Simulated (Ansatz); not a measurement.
# Diborane tri Cl (B₂H₃Cl₃): trial inputs and their diagnosis

Aim: try 3 inputs for diborane tri Cl (B₂H₃Cl₃) as typed, read how each ends, and find what has to change.

Method: the settings change from run to run; program: Ansatz 0.2.0, Gaussian basis.

### Step 1. The relaxed structure

The geometry comes from an earlier relaxation with r2SCAN-D4/def2-SVP; it is a stationary point, not always the lowest conformer.

8 atoms, charge 0, spin multiplicity 1.

Atoms are counted from 1 here; the program's logs count them from 0.

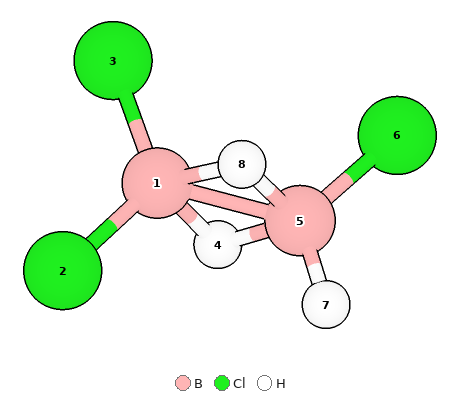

The structure; boron pink, chlorine green, hydrogen white; atoms are numbered from 1 in the order of the file.

Coordinates:

```csv
atom,x (Å),y (Å),z (Å)
B1,-0.5694,0.6321,-0.1934
Cl2,-2.3218,0.3960,-0.0680
Cl3,0.0991,2.1793,-0.7225
H4,-0.0560,-0.3969,-0.9137
B5,0.5322,-0.7333,0.2278
Cl6,2.2897,-0.5392,0.1162
H7,0.0312,-1.7639,0.5817
H8,-0.0051,0.2258,0.9719
```

### Step 2. Try 1

Contents of in.yaml:

```yaml
crystal:
  periodic: [false, false, false]
  atoms:
    - {symbol: B, position_ang: [-0.574901, 0.660996, -0.244266]}
    - {symbol: Cl, position_ang: [-2.291488, 0.415550, -0.021922]}
    - {symbol: D, position_ang: [0.129842, 2.215930, -0.693476]}
    - {symbol: H, position_ang: [-0.068312, -0.400665, -0.950125]}
    - {symbol: B, position_ang: [0.473244, -0.764525, 0.224925]}
    - {symbol: Cl, position_ang: [2.310634, -0.536376, 0.095747]}
    - {symbol: H, position_ang: [0.042768, -1.753343, 0.551292]}
    - {symbol: H, position_ang: [0.054359, 0.194218, 0.961177]}
basis:
  gaussian: {orbitals: "6-31++G**"}
hamiltonian: {xc: {name: SVWN5}}
scf: {omitted_lower_state_checks: [starts]}
```

On the command line:

```
ansatz run in.yaml --threads 4 --pin off --events-out ev --progress --plain --max-ram 3916MiB
```

What it wrote:

```text
Error: YAML parse error: error: line 6 column 16: `D` is not an element symbol (H … Og, case-exact)
 --> <input>:6:16
  |
4 |     - {symbol: B, position_ang: [-0.574901, 0.660996, -0.244266]}
5 |     - {symbol: Cl, position_ang: [-2.291488, 0.415550, -0.021922]}
6 |     - {symbol: D, position_ang: [0.129842, 2.215930, -0.693476]}
  |                ^ `D` is not an element symbol (H … Og, case-exact)
7 |     - {symbol: H, position_ang: [-0.068312, -0.400665, -0.950125]}
8 |     - {symbol: B, position_ang: [0.473244, -0.764525, 0.224925]}
  |
```

It took 0.05 s on 4 threads of Arm Neoverse N1, shared host.

What is wrong: The program refused the input. An element symbol is wrong. Its coordinates are also moved off the relaxed structure. To mend it, correct the symbol.

### Step 3. Try 2

Contents of in.yaml:

```yaml
crystal:
  periodic: [false, false, false]
  atoms:
    - {symbol: B, position_ang: [-0.589565, 0.515832, -0.201892]}
    - {symbol: Cl, position_ang: [-2.224114, 0.306619, -0.122143]}
    - {symbol: Cl, position_ang: [0.134931, 2.125887, -0.698985]}
    - {symbol: H, position_ang: [-0.023187, -0.322507, -0.964513]}
    - {symbol: B, position_ang: [0.497321, -0.714879, 0.362533]}
    - {symbol: Cl, position_ang: [2.346430, -0.561701, 0.080593]}
    - {symbol: H, position_ang: [0.055178, -1.968846, 0.546288]}
    - {symbol: H, position_ang: [0.068858, 0.171815, 1.021540]}
basis:
  gaussian: {orbitals: cc-pVTZ-PP}
hamiltonian: {xc: {name: B97M-V}}
scf: {omitted_lower_state_checks: [starts]}
```

Launched as before.

What it wrote:

```text
Functional definition: B97M-V
  name "B97M-V"
  cite "Mardirossian & Head-Gordon, J. Chem. Phys. 142, 074111 (2015) doi:10.1063/1.4907719"
  cite "Becke, J. Chem. Phys. 107, 8554 (1997) doi:10.1063/1.475007"
  cite "Vydrov & Van Voorhis, J. Chem. Phys. 133, 244103 (2010) doi:10.1063/1.3521275"
  # Of w^i u^j: cxij and so on, Table III.
  parameter cx00 = 1.000
  parameter cx01 = 1.308
  parameter cx02 = 1.901
  parameter cx10 = 0.416
  parameter cx11 = 3.070
  parameter css00 = 1.000
  parameter css02 = -1.855
  parameter css10 = -5.668
  parameter css32 = -20.497
  parameter css42 = -20.364
  parameter cos00 = 1.000
  parameter cos01 = 1.573
  parameter cos03 = -6.298
  parameter cos10 = 2.535
  parameter cos32 = -6.427
  parameter b = 6.0
  parameter c = 0.01
  gx(w, u) = cx00 + cx01*u + cx02*u^2 + (cx10 + cx11*u)*w
  gss(w, u) = css00 + css02*u^2 + css10*w + (css32*w^3 + css42*w^4)*u^2
  gos(w, u) = cos00 + cos01*u + cos03*u^3 + cos10*w + cos32*w^3*u^2
  exchange = spin_sum(e_x_unif_s*gx(b97_w, b97_u_x))
  correlation = spin_sum(e_c_pw_mod_same_spin*gss(b97_w, b97_u_same))
      + integral(e_c_pw_mod_opposite_spin*gos(b97_w_opposite, b97_u_opposite)) + vv10(b, c)
these checks for a lower state are left out or cut short: starts
Error: <dir> the basis set cc-pVTZ-PP has no functions for B
```

It took 0.1 s on 4 threads of Arm Neoverse N1, shared host.

Diagnosis: The program refused the input. The basis set is misnamed or doesn't suit the job. Its coordinates are also moved off the relaxed structure. To mend it, name an orbital basis set that the library holds for every element here.

### Step 4. Try 3

Contents of in.yaml:

```yaml
crystal:
  periodic: [false, false, false]
  atoms:
    - {symbol: B, position_ang: [-0.569357, 0.632092, -0.193389]}
    - {symbol: Cl, position_ang: [-2.321826, 0.395957, -0.068018]}
    - {symbol: Cl, position_ang: [0.099149, 2.179340, -0.722480]}
    - {symbol: H, position_ang: [-0.056018, -0.396938, -0.913746]}
    - {symbol: B, position_ang: [0.532181, -0.733264, 0.227787]}
    - {symbol: Cl, position_ang: [2.289727, -0.539164, 0.116248]}
    - {symbol: H, position_ang: [0.031215, -1.763864, 0.581734]}
    - {symbol: H, position_ang: [-0.005072, 0.225832, 0.971864]}
basis:
  gaussian: {orbitals: def2-SVP}
hamiltonian: {xc: {name: r2SCAN}}
correlation: {method: rpa}
md: {timestep: 2 fs, n_steps: 15, ensemble: nvt_langevin, temperature: 1000, initial_velocities: maxwell_boltzmann, friction: 0.01, seed: 803}
scf: {omitted_lower_state_checks: [starts]}
```

Launched as before.

What it wrote:

```text
Error: forces are implemented only for Hartree–Fock and Kohn–Sham states of molecules, for MP2, coupled cluster and FCI on these and for active spaces without a correction or with SC-NEVPT2: ask for no forces
```

It took 0.05 s on 4 threads of Arm Neoverse N1, shared host.

Diagnosis: Refused before any calculation. The last message tells what the program can't do with this input.

### Step 5. Summary

```csv
try,level,ended,cause,time
1,SVWN5/6-31++G**,refused,an element symbol is wrong,0.05 s
2,B97M-V/cc-pVTZ-PP,refused,the basis set is misnamed or doesn't suit the job,0.1 s
3,RPA/def2-SVP,refused,see the message,0.05 s
```

3 refused. A refusal costs next to no computing time.
